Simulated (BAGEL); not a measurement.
# C3HF3 (3,3,3-trifluoroprop-1-yne): B3LYP/cc-pVDZ (density fitting with cc-pvqz-jkfit)

What is the energy change on altering one bond length of C3HF3 (3,3,3-trifluoroprop-1-yne) at B3LYP/cc-pVDZ (density fitting with cc-pvqz-jkfit)? 

Program for the calculation: BAGEL 1.2.2.

6 further runs of the same task are left out: 6 that didn't finish. Runs told in other sessions of the task aren't counted.

## Step 1: The molecule

C3HF3: 7 atoms, total charge 0, spin state singlet. SMILES: `C#CC(F)(F)F`. The shape is that of a PBE0-D4/def2-TZVP optimisation.

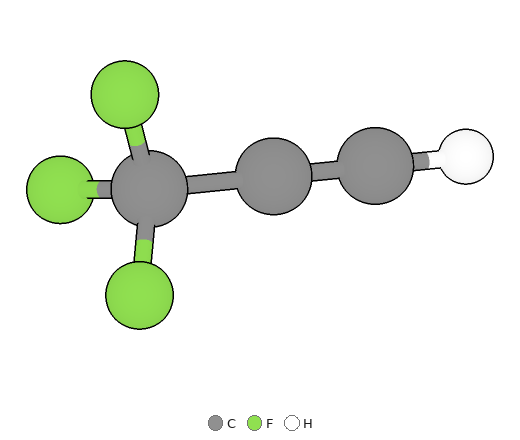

Viewed from a chosen angle; carbon grey, fluorine green, hydrogen white.

## Step 2: The energy at B3LYP/cc-pVDZ (density fitting with cc-pvqz-jkfit)

The input, job.json:

```json
{ "bagel": [

{
  "title": "molecule",
  "basis": "cc-pvdz.json",
  "df_basis": "cc-pvqz-jkfit",
  "angstrom": true,
  "geometry": [
    { "atom": "C", "xyz": [       1.240120,      -1.224310,       0.056870 ] },
    { "atom": "C", "xyz": [       0.389860,      -0.384860,       0.017830 ] },
    { "atom": "C", "xyz": [      -0.649470,       0.641190,      -0.029790 ] },
    { "atom": "F", "xyz": [      -1.829820,       0.117340,      -0.368360 ] },
    { "atom": "F", "xyz": [      -0.353670,       1.586810,      -0.924540 ] },
    { "atom": "F", "xyz": [      -0.794980,       1.236310,       1.156350 ] },
    { "atom": "H", "xyz": [       1.997970,      -1.972480,       0.091640 ] }
  ]
},

{
  "title": "ks",
  "xc_func": "b3lyp"
},

{
  "title": "print",
  "file": "orbitals.molden",
  "orbitals": true
}

]}
```

The basis set cc-pVDZ is read from a file made from the Basis Set Exchange's data (not shown).

The run is started by

```console
$ BAGEL_NUM_THREADS=1 BAGEL job.json > job.out
```

The log of the run:

```text
* using 1 threads per process

  ===============================================================
  ===============================================================

  *** Geometry ***

  { "atom" : "C", "xyz" : [      2.343487,     -2.313611,      0.107469 ] },
  { "atom" : "C", "xyz" : [      0.736729,     -0.727280,      0.033694 ] },
  { "atom" : "C", "xyz" : [     -1.227320,      1.211673,     -0.056295 ] },
  { "atom" : "F", "xyz" : [     -3.457859,      0.221740,     -0.696100 ] },
  { "atom" : "F", "xyz" : [     -0.668339,      2.998636,     -1.747127 ] },
  { "atom" : "F", "xyz" : [     -1.502294,      2.336287,      2.185185 ] },
  { "atom" : "H", "xyz" : [      3.775616,     -3.727447,      0.173175 ] },

  Number of auxiliary basis functions:      687

  Since a DF basis is specified, we compute 2- and 3-index integrals:
    o Being stored without compression. Storage requirement is 0.044 GB

  Number of basis functions:       89
  Number of electrons      :       46

    * METHOD: MOLECULE                             0.52

  *** Kohn-Sham DFT ***

    * Removing 12493 points whose weight is below 1.00e-10
    * Grid points: 91849

  === Nuclear Repulsion ===
   231.0214861745

       - DIIS with orbital gradients will be used.

  === KS iteration (b3lyp / cc-pvdz.json) ===
      0       -367.27191564          0.11620038           0.40
      1       -208.15247800          0.15689366           0.39
      2       -321.86436653          0.15259011           0.39
      3       -389.13277801          0.09437515           0.39
      4       -403.19882373          0.09489573           0.39
      5       -392.51986064          0.11089355           0.39
      6       -400.93359420          0.09999428           0.39
      7       -214.84366503          0.19979158           0.38
      8       -414.14341661          0.01714859           0.37
      9       -414.22443002          0.01640940           0.37
     10       -414.36886101          0.00539511           0.36
     11       -414.38011367          0.00362510           0.37
     12       -414.38426359          0.00174849           0.36
     13       -414.38638170          0.00024798           0.37
     14       -414.38642878          0.00002554           0.36
     15       -414.38642938          0.00000517           0.36
     16       -414.38642939          0.00000158           0.37
     17       -414.38642940          0.00000131           0.38
     18       -414.38642940          0.00000027           0.38
     19       -414.38642940          0.00000008           0.38
     20       -414.38642940          0.00000003           0.37
     21       -414.38642940          0.00000001           0.38
    * SCF iteration converged.

    * Permanent dipole moment:
           (   -0.602265,     0.594576,    -0.027617) a.u.

    * METHOD: KS                                   8.81

    * METHOD: PRINT                                0.02

  ===============================================================
```

Wall time 9.6 s (1 thread of Arm Neoverse V1, shared host); peak memory 0.41 GiB.

## Step 3: The distorted shape, same level

The input, job.json:

```json
{ "bagel" : [

{
  "title" : "molecule",
  "basis" : "cc-pvdz.json",
  "df_basis" : "cc-pvqz-jkfit",
  "angstrom" : true,
  "geometry" : [
    { "atom" : "C", "xyz" : [    1.283771,   -1.402836,   -0.298953 ] },
    { "atom" : "C", "xyz" : [    0.433511,   -0.563386,   -0.337993 ] },
    { "atom" : "C", "xyz" : [   -0.605819,    0.462664,   -0.385613 ] },
    { "atom" : "F", "xyz" : [   -1.786169,   -0.061186,   -0.724183 ] },
    { "atom" : "F", "xyz" : [   -0.310019,    1.408284,   -1.280363 ] },
    { "atom" : "F", "xyz" : [   -0.794980,    1.236310,    1.156350 ] },
    { "atom" : "H", "xyz" : [    2.041621,   -2.151006,   -0.264183 ] }
  ]
},
{
  "title" : "ks",
  "xc_func" : "b3lyp"
},
{
  "title" : "print",
  "file" : "orbitals.molden",
  "orbitals" : true
}

]}
```

The basis set cc-pVDZ is read from a file made from the Basis Set Exchange's data (not shown).

The run is started by

```console
$ BAGEL_NUM_THREADS=1 BAGEL job.json > job.out
```

The log of the run:

```text
* using 1 threads per process

  ===============================================================
  ===============================================================

  *** Geometry ***

  { "atom" : "C", "xyz" : [      2.425976,     -2.650976,     -0.564939 ] },
  { "atom" : "C", "xyz" : [      0.819217,     -1.064645,     -0.638714 ] },
  { "atom" : "C", "xyz" : [     -1.144832,      0.874308,     -0.728703 ] },
  { "atom" : "F", "xyz" : [     -3.375370,     -0.115625,     -1.368508 ] },
  { "atom" : "F", "xyz" : [     -0.585851,      2.661271,     -2.419535 ] },
  { "atom" : "F", "xyz" : [     -1.502294,      2.336287,      2.185185 ] },
  { "atom" : "H", "xyz" : [      3.858105,     -4.064812,     -0.499234 ] },

  Number of auxiliary basis functions:      687

  Since a DF basis is specified, we compute 2- and 3-index integrals:
    o Being stored without compression. Storage requirement is 0.044 GB

  Number of basis functions:       89
  Number of electrons      :       46

    * METHOD: MOLECULE                             0.52

  *** Kohn-Sham DFT ***

    * Removing 11964 points whose weight is below 1.00e-10
    * Grid points: 92378

  === Nuclear Repulsion ===
   218.4591567368

       - DIIS with orbital gradients will be used.

  === KS iteration (b3lyp / cc-pvdz.json) ===
      0       -369.24041538          0.10716370           0.40
      1       -212.31092752          0.15473672           0.40
      2       -323.72120654          0.15008263           0.40
      3       -390.71123082          0.08737703           0.40
      4       -406.98733223          0.07291159           0.39
      5       -400.14803098          0.09943672           0.40
      6       -400.74354468          0.09487556           0.39
      7       -221.10530663          0.24234078           0.40
      8       -400.97180680          0.14149786           0.40
      9       -413.10902258          0.04057042           0.40
     10       -412.74922741          0.04743635           0.40
     11       -414.22955791          0.01302420           0.40
     12       -414.29464213          0.00691496           0.40
     13       -414.33531451          0.00108877           0.40
     14       -414.33613280          0.00033703           0.39
     15       -414.33617690          0.00020877           0.40
     16       -414.33621198          0.00005324           0.39
     17       -414.33621394          0.00000965           0.39
     18       -414.33621399          0.00000379           0.39
     19       -414.33621400          0.00000207           0.39
     20       -414.33621400          0.00000036           0.38
     21       -414.33621400          0.00000039           0.39
     22       -414.33621400          0.00000014           0.38
     23       -414.33621400          0.00000004           0.40
     24       -414.33621400          0.00000001           0.39
    * SCF iteration converged.

    * Permanent dipole moment:
           (   -0.751357,     0.960412,     0.543235) a.u.

    * METHOD: KS                                  10.42

    * METHOD: PRINT                                0.02

  ===============================================================
```

Run time: 11 s. Hardware: 1 thread of Arm Neoverse V1, shared host; peak memory 0.41 GiB.

## Step 4: Summary of results

At B3LYP/cc-pVDZ (density fitting with cc-pvqz-jkfit):

```
                                                         quantity          value
                                        first shape: total energy  -414.38643 Eh
                                       first shape: dipole moment         2.15 D
                                         first shape: HOMO energy       -8.81 eV
                                         first shape: LUMO energy       -0.12 eV
                                       first shape: HOMO–LUMO gap        8.68 eV
                                    distorted shape: total energy  -414.33621 Eh
                                   distorted shape: dipole moment         3.39 D
                                     distorted shape: HOMO energy       -9.13 eV
                                     distorted shape: LUMO energy       -2.08 eV
                                   distorted shape: HOMO–LUMO gap        7.05 eV
energy change with the C3–F6 bond stretched from 1.335 to 1.735 Å       1.366 eV
```

What this shows: With the C3–F6 bond stretched from 1.335 to 1.735 Å the energy rises by 1.37 eV (132 kJ/mol). The first shape isn't relaxed at this level, so the change isn't measured from a minimum.
